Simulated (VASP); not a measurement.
# TiB2 under strain

Aim: follow the pressure of TiB2 through compression, expansion and shear. All runs use LDA. Left out of this account: 1 further run (fields: a reference on another mesh). The start is a cell from a database of measured crystal structures.

Main program and level: VASP 6.6.1; LDA; plane waves and PAW (Ti_sv, B).

**1. The starting structure**

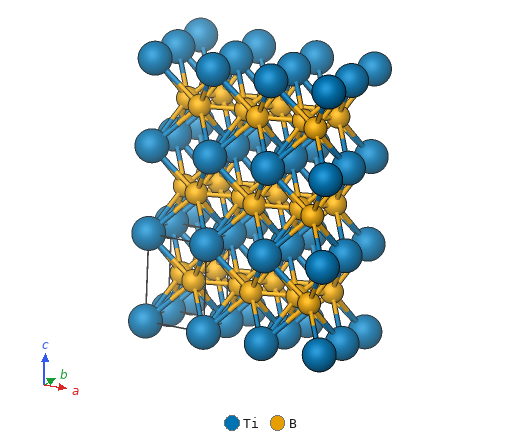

The starting structure, seen slightly off an axis (titanium blue, boron orange). 3×2×3 cells are drawn. Some periodic images of atoms are drawn too.

As a file:

```cif
data_structure
_symmetry_space_group_name_H-M 'P6/mmm'
_symmetry_Int_Tables_number 191
_cell_length_a 3.0292
_cell_length_b 3.0292
_cell_length_c 3.2284
_cell_angle_alpha 90.000
_cell_angle_beta 90.000
_cell_angle_gamma 120.000
_cell_volume 25.66
loop_
_atom_site_label
_atom_site_type_symbol
_atom_site_symmetry_multiplicity
_atom_site_Wyckoff_symbol
_atom_site_fract_x
_atom_site_fract_y
_atom_site_fract_z
_atom_site_occupancy
Ti1 Ti 1 a 0.00000 0.00000 0.00000 1
B1 B 2 d 0.33333 0.66667 0.50000 1
```

**2. Bands, cell as listed**

Levels along the symmetry lines show where the bands peak and cross; KPOINTS_OPT computes them in the converged potential. LDA, the lowest rung, knows the local density alone.

File INCAR:

```
SYSTEM = TiB2
PREC = Accurate
ENCUT = 420
EDIFF = 1E-06
NELM = 100
ISMEAR = -1
SIGMA = 0.05
LREAL = .FALSE.
ALGO = Normal
GGA = CA
NBANDS = 22
LASPH = .TRUE.
LORBIT = 11
LWAVE = .FALSE.
LCHARG = .FALSE.
KPAR = 4
```

File POSCAR:

```
TiB2
1.0
    3.0292000000      0.0000000000      0.0000000000
   -1.5146000000      2.6233641531      0.0000000000
    0.0000000000      0.0000000000      3.2284000000
Ti B
1 2
Direct
    0.0000000000      0.0000000000      0.0000000000
    0.3333333333      0.6666666667      0.5000000000
    0.6666666667      0.3333333333      0.5000000000
```

File KPOINTS:

```
Automatic mesh
0
Gamma
11 11 9
0 0 0
```

File KPOINTS_OPT:

```
Line mode
16
Line-mode
Reciprocal
  0.00000000   0.00000000   0.00000000 GAMMA
  0.50000000   0.00000000   0.00000000 M

  0.50000000   0.00000000   0.00000000 M
  0.33333333   0.33333333   0.00000000 K

  0.33333333   0.33333333   0.00000000 K
  0.00000000   0.00000000   0.00000000 GAMMA

  0.00000000   0.00000000   0.00000000 GAMMA
  0.00000000   0.00000000   0.50000000 A

  0.00000000   0.00000000   0.50000000 A
  0.50000000   0.00000000   0.50000000 L

  0.50000000   0.00000000   0.50000000 L
  0.33333333   0.33333333   0.50000000 H

  0.33333333   0.33333333   0.50000000 H
  0.00000000   0.00000000   0.50000000 A

  0.50000000   0.00000000   0.50000000 L
  0.50000000   0.00000000   0.00000000 M

  0.33333333   0.33333333   0.00000000 K
  0.33333333   0.33333333   0.50000000 H
```

PAW data sets: Ti_sv and B (LDA family, release 64).

Launch:

```
$ mpirun -np 4 vasp_std
```

What it wrote:

```text
[banner, memory and clock lines left out]
running    4 mpi-ranks, on    1 nodes
 distrk:  each k-point on    1 cores,    4 groups
 distr:  one band on    1 cores,    1 groups

 POSCAR found type information on POSCAR TiB
 POSCAR found :  2 types and       3 ions
 LDA part: xc-table for (Slater(with rela. corr.)+CA(PZ))
 , standard interpolation
 POSCAR, INCAR and KPOINTS ok, starting setup
 FFT: planning ... GRIDC
 FFT: planning ... GRID_SOFT
 FFT: planning ... GRID
 WAVECAR not read
 entering main loop
       N       E                     dE             d eps       ncg     rms          rms(c)
DAV:   1     0.114603064331E+03    0.11460E+03   -0.70600E+03  3552   0.796E+02
DAV:   2    -0.256246406405E+02   -0.14023E+03   -0.13225E+03  3796   0.249E+02
DAV:   3    -0.320313557191E+02   -0.64067E+01   -0.63360E+01  4202   0.545E+01
DAV:   4    -0.321609615771E+02   -0.12961E+00   -0.12950E+00  3916   0.739E+00
DAV:   5    -0.321634167651E+02   -0.24552E-02   -0.24551E-02  4208   0.927E-01    0.163E+01
DAV:   6    -0.269389340271E+02    0.52245E+01   -0.13702E+01  4348   0.354E+01    0.357E+00
DAV:   7    -0.268925572192E+02    0.46377E-01   -0.95934E-01  4060   0.910E+00    0.329E+00
DAV:   8    -0.268857244094E+02    0.68328E-02   -0.63439E-02  4882   0.184E+00    0.845E-01
DAV:   9    -0.268826350000E+02    0.30894E-02   -0.40307E-02  3896   0.214E+00    0.375E-01
DAV:  10    -0.268815333927E+02    0.11016E-02   -0.33124E-03  4462   0.561E-01    0.656E-02
DAV:  11    -0.268815860837E+02   -0.52691E-04   -0.41652E-04  4052   0.140E-01    0.345E-02
DAV:  12    -0.268815826115E+02    0.34723E-05   -0.28072E-05  3904   0.535E-02    0.919E-03
DAV:  13    -0.268815795032E+02    0.31083E-05   -0.85069E-06  4084   0.328E-02    0.199E-03
DAV:  14    -0.268815793893E+02    0.11386E-06   -0.19216E-07  2126   0.344E-03
   1 F= -.26881579E+02 E0= -.26880197E+02  d E =-.276425E-02
 Start KPOINTS_OPT (optional k-point list driver)
k-point batch [1-80\144]
       N       E                     dE             ncg
DAV:   1    -0.257655513267E+04   -0.37139E+05     3550
DAV:   2    -0.138553748577E+05   -0.11279E+05     3834
DAV:   3    -0.144263078613E+05   -0.57093E+03     4224
DAV:   4    -0.144375318658E+05   -0.11224E+02     3868
DAV:   5    -0.144377021027E+05   -0.17024E+00     4104
DAV:   6    -0.144377051989E+05   -0.30963E-02     3920
DAV:   7    -0.144377052654E+05   -0.66468E-04     3964
DAV:   8    -0.144377052669E+05   -0.14644E-05     2806
DAV:   9    -0.144377052670E+05   -0.13394E-06     2468
k-point batch [81-144\144]
       N       E                     dE             ncg
DAV:   1     0.633100626309E+04   -0.47447E+05     2838
DAV:   2    -0.241714056434E+04   -0.87481E+04     2990
DAV:   3    -0.282446814864E+04   -0.40733E+03     3542
DAV:   4    -0.283113753396E+04   -0.66694E+01     3064
DAV:   5    -0.283122548819E+04   -0.87954E-01     3484
DAV:   6    -0.283122695963E+04   -0.14714E-02     3198
DAV:   7    -0.283122698833E+04   -0.28697E-04     3492
DAV:   8    -0.283122698887E+04   -0.54420E-06     2336
```

Wall time 16 s (4 MPI ranks of Intel Xeon Platinum 8488C (Sapphire Rapids), shared host); peak memory 0.66 GiB.

The logs omit lines about the potential files and the build; timing stands in the text.

From OUTCAR (step 2):

```text
ion  position               nearest neighbor table
   1  0.000  0.000  0.000-   2 2.38   3 2.38   2 2.38   3 2.38   2 2.38   2 2.38   3 2.38   3 2.38
                             3 2.38   3 2.38   2 2.38   2 2.38
   2  0.333  0.667  0.500-   3 1.75   3 1.75   3 1.75   1 2.38   1 2.38   1 2.38   1 2.38   1 2.38
                             1 2.38
   3  0.667  0.333  0.500-   2 1.75   2 1.75   2 1.75   1 2.38   1 2.38   1 2.38   1 2.38   1 2.38
                             1 2.38

  LATTYP: Found a hexagonal cell.
 ALAT       =     3.0292000000
 C/A-ratio  =     1.0657599366

 Subroutine GETGRP returns: Found 24 space group operations
 (whereof 24 operations were pure point group operations)

The static configuration has the point symmetry D_6h.

 Found     80 irreducible k-points:

   k-points           NKPTS =     80   k-points in BZ     NKDIM =     80   number of bands    NBANDS=     22

   dimension x,y,z NGX =    20 NGY =   20 NGZ =   24
   dimension x,y,z NGXF=    40 NGYF=   40 NGZF=   48

   ENCUT  =  420.0 eV  30.87 Ry    5.56 a.u.   5.06  5.06  5.39*2*pi/ulx,y,z

   NELECT =      18.0000    total number of electrons

 k-points in reciprocal lattice and weights: Automatic mesh
   0.00000000  0.00000000  0.00000000       0.001
   0.09090909  0.00000000  0.00000000       0.006
   0.18181818  0.00000000  0.00000000       0.006
   0.27272727  0.00000000  0.00000000       0.006
   0.36363636 -0.00000000  0.00000000       0.006
   0.45454545 -0.00000000  0.00000000       0.006
   0.09090909  0.09090909  0.00000000       0.006
   0.18181818  0.09090909  0.00000000       0.011
   0.27272727  0.09090909  0.00000000       0.011
[...]
0.27272727  0.27272727  0.44444444       0.011
   0.36363636  0.27272727  0.44444444       0.011

 average (electrostatic) potential at core
       1 -70.9002       2 -27.5200       3 -27.5200

 E-fermi :   9.8854

 k-point     1 :       0.0000    0.0000    0.0000
  band No.  band energies     occupation
    ...
      5      -3.3671      2.00000
      6       7.3341      2.00000
      7       7.3341      2.00000
      8       7.6648      2.00000
      9       7.8070      2.00000
     10      11.7928      0.00000
     11      11.7928      0.00000
     12      13.5567      0.00000
     13      13.5567      0.00000
     14      15.7251      0.00000
    ...

 k-point     2 :       0.0909    0.0000    0.0000
  band No.  band energies     occupation
    ...
      5      -3.2093      2.00000
      6       6.8961      2.00000
      7       7.3087      2.00000
      8       7.5331      2.00000
      9       7.8875      2.00000
     10      11.7464      0.00000
     11      12.0696      0.00000
     12      12.9812      0.00000
     13      13.0838      0.00000
     14      16.2846      0.00000
    ...

 k-point     3 :       0.1818    0.0000    0.0000
  band No.  band energies     occupation
    ...
      5      -2.7470      2.00000
      6       5.7936      2.00000
      7       7.2128      2.00000
      8       7.2509      2.00000
      9       8.0530      2.00000
     10      11.6242      0.00000
     11      12.2233      0.00000
     12      12.5547      0.00000
     13      12.7194      0.00000
     14      16.9267      0.00000
    ...

  Total       -1.6647148     -1.6647148     -1.9261587      0.0000000      0.0000000      0.0000000
  in kB     -103.9624649   -103.9624649   -120.2897957      0.0000000      0.0000000      0.0000000
  external PRESSURE =    -109.4049085 kB  Pullay stress =       0.0000000 kB

  energy-cutoff  :      420.00
  volume of cell :       25.66
      direct lattice vectors                 reciprocal lattice vectors
     3.029200000  0.000000000  0.000000000     0.330120164  0.190594965  0.000000000
    -1.514600000  2.623364153  0.000000000     0.000000000  0.381189931  0.000000000
     0.000000000  0.000000000  3.228400000     0.000000000  0.000000000  0.309750960

 POSITION                                       TOTAL-FORCE (eV/Angst)
 -----------------------------------------------------------------------------------
      0.00000      0.00000      0.00000         0.000000      0.000000      0.000000
     -0.00000      1.74891      1.61420        -0.000000     -0.000000      0.000000
      1.51460      0.87445      1.61420         0.000000     -0.000000      0.000000
 -----------------------------------------------------------------------------------
    total drift:                               -0.000000      0.000000      0.000000

  FREE ENERGIE OF THE ION-ELECTRON SYSTEM (eV)
  ---------------------------------------------------
  free  energy   TOTEN  =       -26.8815793893 eV

  energy  without entropy=      -26.8788151442  energy(sigma->0) =      -26.88019727

 total charge
# of ion       s       p       d       tot
------------------------------------------
    1        2.177   6.211   2.063  10.452
    2        0.682   1.331   0.000   2.012
    3        0.682   1.331   0.000   2.012
--------------------------------------------------
tot          3.541   8.873   2.063  14.476

[... 3 further parts left out ...]
```

At this level the cell is under a tension of 10.9 GPa, so at these settings it is away from equilibrium.

Numbers from this step:

| Quantity | Value |
| --- | --- |
| SCF cycles | 14 |
| electrons | 18 |
| bands | 22 |
| irreducible k-points | 80 |
| symmetry operations | 24 |
| free energy (TOTEN) | -26.88 eV |
| energy at zero smearing | -26.88 eV |
| Fermi energy | 9.885 eV |
| pressure | -10.94 GPa |
| metallic | yes |

Electronic bands along the path, in eV, zero at the Fermi level; # counts the bands kept, so #1 is VASP's band 5:

| point | #2 | #3 | #4 | #5 | #6 | #7 | #8 | #9 |
| --- | --- | --- | --- | --- | --- | --- | --- | --- |
| Γ | -2.55 | -2.55 | -2.22 | -2.08 | 1.91 | 1.91 | 3.67 | 3.67 |
| M | -8.99 | -3.18 | -3.17 | -2.22 | 1.36 | 2.76 | 3.24 | 3.43 |
| K | -8.10 | -7.24 | -1.82 | -1.82 | 1.40 | 1.40 | 2.01 | 6.95 |
| Γ | -2.55 | -2.55 | -2.22 | -2.08 | 1.91 | 1.91 | 3.67 | 3.67 |
| A | -7.47 | -0.49 | -0.49 | -0.15 | -0.15 | 0.46 | 0.46 | 1.64 |
| L | -7.37 | -4.58 | -3.75 | -3.01 | 2.49 | 2.94 | 4.52 | 4.60 |
| H | -8.38 | -5.61 | -3.06 | -3.06 | 2.51 | 4.30 | 4.30 | 4.54 |
| A | -7.47 | -0.49 | -0.49 | -0.15 | -0.15 | 0.46 | 0.46 | 1.64 |
| jump to L | -7.37 | -4.58 | -3.75 | -3.01 | 2.49 | 2.94 | 4.52 | 4.60 |
| M | -8.99 | -3.18 | -3.17 | -2.22 | 1.36 | 2.76 | 3.24 | 3.43 |
| jump to K | -8.10 | -7.24 | -1.82 | -1.82 | 1.40 | 1.40 | 2.01 | 6.95 |
| H | -8.38 | -5.61 | -3.06 | -3.06 | 2.51 | 4.30 | 4.30 | 4.54 |

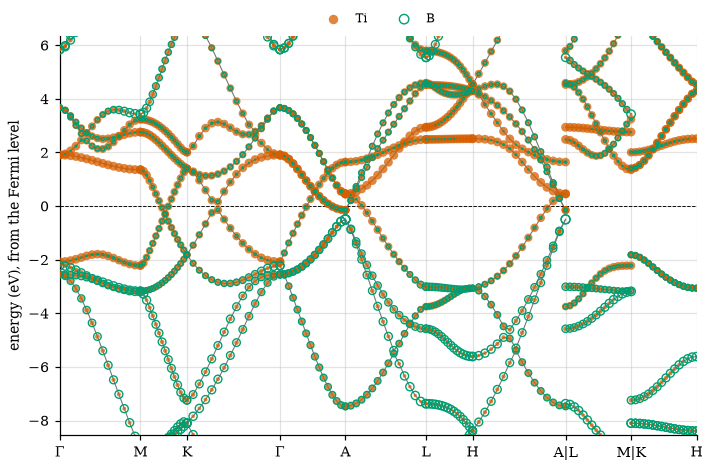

Electronic bands along the path; dots are coloured as in the legend, and their area grows with the weight.

There is no gap at this level.

**3. Bands, volume times 1.04**

The cell is expanded evenly, with fractional positions held.

INCAR is that of step 2.

File POSCAR:

```
TiB2
1.0
    3.0690624661      0.0000000000      0.0000000000
   -1.5345312330      2.6578860614      0.0000000000
    0.0000000000      0.0000000000      3.2708838193
Ti B
1 2
Direct
    0.0000000000      0.0000000000      0.0000000000
    0.3333333333      0.6666666667      0.5000000000
    0.6666666667      0.3333333333      0.5000000000
```

KPOINTS is that of step 2.

KPOINTS_OPT is that of step 2.

Launch:

```
$ mpirun -np 4 vasp_std
```

What it wrote:

```text
[... set-up lines as in an earlier step ...]
 entering main loop
       N       E                     dE             d eps       ncg     rms          rms(c)
DAV:   1     0.116891331612E+03    0.11689E+03   -0.70716E+03  3536   0.795E+02
DAV:   2    -0.251214725898E+02   -0.14201E+03   -0.13411E+03  3778   0.251E+02
DAV:   3    -0.318609406578E+02   -0.67395E+01   -0.66526E+01  4256   0.552E+01
DAV:   4    -0.319914975304E+02   -0.13056E+00   -0.13044E+00  3972   0.731E+00
DAV:   5    -0.319939778957E+02   -0.24804E-02   -0.24803E-02  4160   0.922E-01    0.155E+01
DAV:   6    -0.268656939335E+02    0.51283E+01   -0.14182E+01  4278   0.348E+01    0.353E+00
DAV:   7    -0.268007267677E+02    0.64967E-01   -0.10532E+00  4080   0.959E+00    0.308E+00
DAV:   8    -0.267912881007E+02    0.94387E-02   -0.77472E-02  4976   0.202E+00    0.884E-01
DAV:   9    -0.267868226215E+02    0.44655E-02   -0.48028E-02  3872   0.231E+00    0.381E-01
DAV:  10    -0.267853481129E+02    0.14745E-02   -0.43921E-03  4322   0.625E-01    0.554E-02
DAV:  11    -0.267854067796E+02   -0.58667E-04   -0.43749E-04  4178   0.140E-01    0.364E-02
DAV:  12    -0.267854027626E+02    0.40170E-05   -0.46062E-05  3824   0.702E-02    0.101E-02
DAV:  13    -0.267853989782E+02    0.37843E-05   -0.95497E-06  4100   0.338E-02    0.180E-03
DAV:  14    -0.267853988967E+02    0.81508E-07   -0.18244E-07  2176   0.354E-03
   1 F= -.26785399E+02 E0= -.26783951E+02  d E =-.289615E-02
 Start KPOINTS_OPT (optional k-point list driver)
k-point batch [1-80\144]
       N       E                     dE             ncg
DAV:   1    -0.332266685896E+04   -0.37626E+05     3552
DAV:   2    -0.144710699108E+05   -0.11148E+05     3766
DAV:   3    -0.150309064660E+05   -0.55984E+03     4382
DAV:   4    -0.150408346319E+05   -0.99282E+01     3802
DAV:   5    -0.150409786310E+05   -0.14400E+00     4114
DAV:   6    -0.150409814260E+05   -0.27949E-02     3888
DAV:   7    -0.150409814896E+05   -0.63581E-04     4054
DAV:   8    -0.150409814911E+05   -0.15073E-05     2868
DAV:   9    -0.150409814912E+05   -0.10467E-06     2486
k-point batch [81-144\144]
       N       E                     dE             ncg
DAV:   1     0.665256645671E+04   -0.49138E+05     2832
DAV:   2    -0.211415332622E+04   -0.87667E+04     2990
DAV:   3    -0.253175470202E+04   -0.41760E+03     3594
DAV:   4    -0.253876654782E+04   -0.70118E+01     3034
DAV:   5    -0.253885898559E+04   -0.92438E-01     3508
DAV:   6    -0.253886047869E+04   -0.14931E-02     3202
DAV:   7    -0.253886050802E+04   -0.29326E-04     3520
DAV:   8    -0.253886050859E+04   -0.56718E-06     2354
```

Wall time 16 s (4 MPI ranks); peak memory 0.69 GiB; 62 s of CPU time.

OUTCAR, selected parts (step 3):

```text
  LATTYP: Found a hexagonal cell.
 ALAT       =     3.0690624661
 C/A-ratio  =     1.0657599366

The static configuration has the point symmetry D_6h.

 Found     80 irreducible k-points:

   dimension x,y,z NGX =    24 NGY =   24 NGZ =   24
   dimension x,y,z NGXF=    48 NGYF=   48 NGZF=   48

   ENCUT  =  420.0 eV  30.87 Ry    5.56 a.u.   5.13  5.13  5.47*2*pi/ulx,y,z

   NELECT =      18.0000    total number of electrons

 E-fermi :   9.4528

 k-point     1 :       0.0000    0.0000    0.0000
  band No.  band energies     occupation
    ...
      5      -3.5864      2.00000
      6       6.9860      2.00000
      7       6.9860      2.00000
      8       7.2515      2.00000
      9       7.4678      2.00000
     10      11.2501      0.00000
     11      11.2501      0.00000
     12      12.9459      0.00000
     13      12.9459      0.00000
     14      15.1252      0.00000
    ...

 k-point     2 :       0.0909    0.0000    0.0000
  band No.  band energies     occupation
    ...
      5      -3.4323      2.00000
      6       6.5499      2.00000
      7       6.9572      2.00000
      8       7.1320      2.00000
      9       7.5452      2.00000
     10      11.2068      0.00000
     11      11.5129      0.00000
     12      12.4021      0.00000
     13      12.4996      0.00000
     14      15.6255      0.00000
    ...

  Total       -3.2816371     -3.2816371     -3.1995141     -0.0000000      0.0000000      0.0000000
  in kB     -197.0579356   -197.0579356   -192.1265600     -0.0000000      0.0000000      0.0000000
  external PRESSURE =    -195.4141437 kB  Pullay stress =       0.0000000 kB

  energy-cutoff  :      420.00
  volume of cell :       26.68
      direct lattice vectors                 reciprocal lattice vectors
     3.069062466  0.000000000  0.000000000     0.325832404  0.188119426  0.000000000
    -1.534531233  2.657886061  0.000000000     0.000000000  0.376238852  0.000000000
     0.000000000  0.000000000  3.270883819     0.000000000  0.000000000  0.305727765

 POSITION                                       TOTAL-FORCE (eV/Angst)
 -----------------------------------------------------------------------------------
      0.00000      0.00000      0.00000        -0.000000      0.000000     -0.000000
     -0.00000      1.77192      1.63544         0.000000     -0.000000      0.000000
      1.53453      0.88596      1.63544        -0.000000      0.000000     -0.000000
 -----------------------------------------------------------------------------------
    total drift:                               -0.000000      0.000000      0.000000

  FREE ENERGIE OF THE ION-ELECTRON SYSTEM (eV)
  ---------------------------------------------------
  free  energy   TOTEN  =       -26.7853988967 eV

  energy  without entropy=      -26.7825027433  energy(sigma->0) =      -26.78395082

 total charge
# of ion       s       p       d       tot
------------------------------------------
    1        2.170   6.193   2.025  10.388
    2        0.671   1.292   0.000   1.963
    3        0.671   1.292   0.000   1.963
--------------------------------------------------
tot          3.512   8.777   2.025  14.314

[... 2 parts as in an earlier step ...]

[... 7 further parts left out ...]
```

This step gave:

```
free energy (TOTEN)     : -26.79 eV
energy at zero smearing : -26.78 eV
Fermi energy            : 9.453 eV
pressure                : -19.54 GPa
```

Electronic bands along the path, in eV, zero at the Fermi level; # counts the bands kept, so #1 is VASP's band 5:

| point | #2 | #3 | #4 | #5 | #6 | #7 | #8 | #9 |
| --- | --- | --- | --- | --- | --- | --- | --- | --- |
| Γ | -2.47 | -2.47 | -2.20 | -1.98 | 1.80 | 1.80 | 3.49 | 3.49 |
| M | -8.92 | -3.12 | -3.05 | -2.12 | 1.28 | 2.61 | 3.06 | 3.32 |
| K | -8.01 | -7.05 | -1.75 | -1.75 | 1.33 | 1.33 | 1.90 | 6.66 |
| Γ | -2.47 | -2.47 | -2.20 | -1.98 | 1.80 | 1.80 | 3.49 | 3.49 |
| A | -7.31 | -0.49 | -0.49 | -0.14 | -0.14 | 0.43 | 0.43 | 1.55 |
| L | -7.28 | -4.43 | -3.62 | -2.99 | 2.34 | 2.78 | 4.25 | 4.37 |
| H | -8.23 | -5.50 | -3.00 | -3.00 | 2.37 | 4.03 | 4.03 | 4.30 |
| A | -7.31 | -0.49 | -0.49 | -0.14 | -0.14 | 0.43 | 0.43 | 1.55 |
| jump to L | -7.28 | -4.43 | -3.62 | -2.99 | 2.34 | 2.78 | 4.25 | 4.37 |
| M | -8.92 | -3.12 | -3.05 | -2.12 | 1.28 | 2.61 | 3.06 | 3.32 |
| jump to K | -8.01 | -7.05 | -1.75 | -1.75 | 1.33 | 1.33 | 1.90 | 6.66 |
| H | -8.23 | -5.50 | -3.00 | -3.00 | 2.37 | 4.03 | 4.03 | 4.30 |

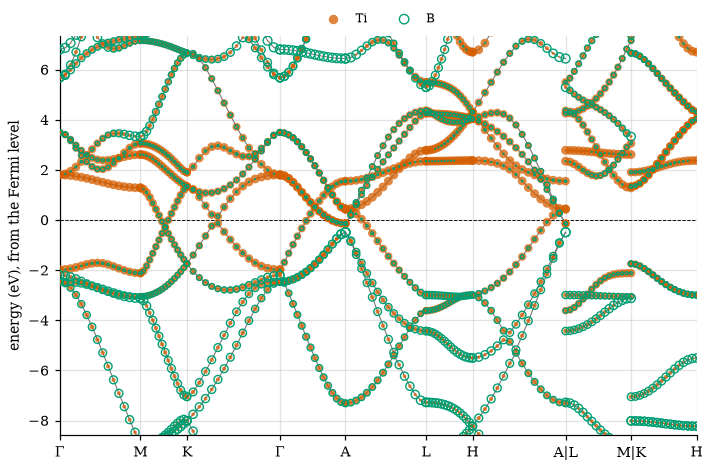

Electronic bands along the path; dots are coloured as in the legend, and their area grows with the weight.

 The pressure is -19.54 GPa.

Between step 2 and this run (cell volume +4.0 %) the value for the pressure moves from -10.9 GPa to -19.5 GPa.

[end of part 1 of 4]

[Lines on the potential files, build, host, timing and source positions are cut from VASP's logs without a mark.]

[Logs are printed without paths, hosts, clocks, repeated set-up lines and the standing remarks that a program may print on its own settings, such as how far it seeks lower states.]

[Hosts, paths, dates, database ids (printed as entryN), source tags and the programs' standing remarks are cut or masked in the printed files.]

[A measured line is paired with the nearest computed mode of its activity, which favours agreement.]
